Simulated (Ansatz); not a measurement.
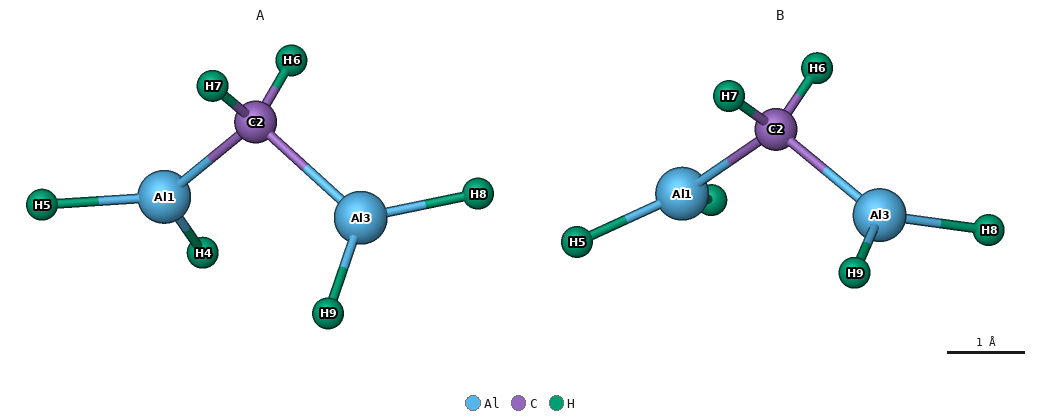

Two geometries of CH₆Al₂ (coarse preliminary run), drawn at one scale. One is the start of a relaxation, the other its converged end. A ball-and-stick model, seen at a tilt.

Level of theory: Ansatz 0.2.0, RKS PBE-D4/def2-SVP. (force threshold 0.03 eV/Å; at most 200 steps)

Q: Which geometry has the lower energy?

A: Structure B is the relaxed one. The start comes from a force field. The atom that moves furthest after the best rigid fit is H4 (0.81 Å). By element the largest moves are H 0.81 Å, Al 0.16 Å, C 0.10 Å. Among the contacts that change: Al1–H4 1.553 → 1.604 Å, Al1–H5 1.639 → 1.605 Å, C2–Al3 1.987 → 1.953 Å, Al1–C2 1.925 → 1.953 Å. Bond angles that change, for instance: Al1–C2–Al3 108.4° → 117.9°, Al1–C2–H7 110.8° → 107.2°, Al3–C2–H7 110.2° → 107.0°. Groups turn about C2–Al3 by about 30°, Al1–C2 by about 30°. After 11 geometry steps the energy has fallen by 0.130 eV. Largest force component: 1.3 eV/Å at the start, 0.022 eV/Å at the end.
